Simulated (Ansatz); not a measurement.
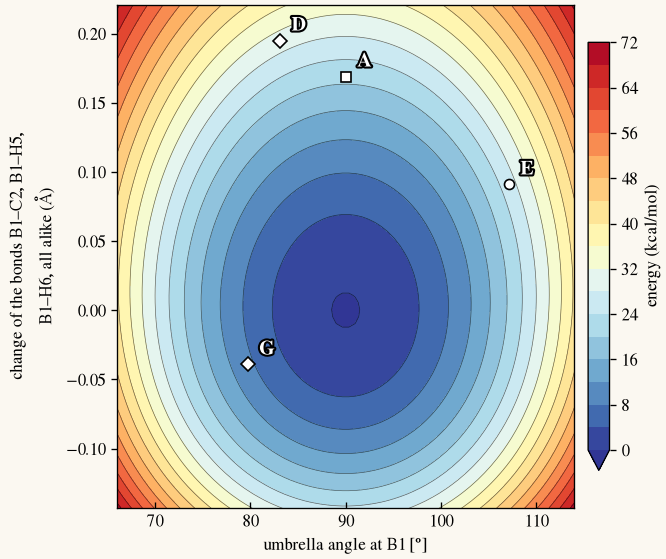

CH₅BOSi, SMILES BC=[SiH]O. 
- Coordinates scanned: (1) umbrella angle at B1 (between each of its bonds and their common axis; 90 is planar); (2) change of the bonds B1–C2, B1–H5, B1–H6, all alike.
- Nothing is relaxed (all other coordinates rigid).
- The scan uses a 15 × 15 grid; 121 points were computed and 104 follow by symmetry.
- Points are written as (first, second).
- Energies are in kcal/mol, from the lowest grid point.
- These are results of RHF/def2-TZVP in Ansatz 0.2.0, not measurements.

The picture shows filled contours, lettered points. Between grid points the surface is interpolated.

Is D the lowest point of the computed grid?

No. D lies 30.2 kcal/mol above the lowest grid point, which is at (90.0°, 0.013 Å).

Rank the lettered points by energy, lowest first.

G (9.0 kcal/mol), A (21.2 kcal/mol), E (26.1 kcal/mol), D (30.2 kcal/mol).
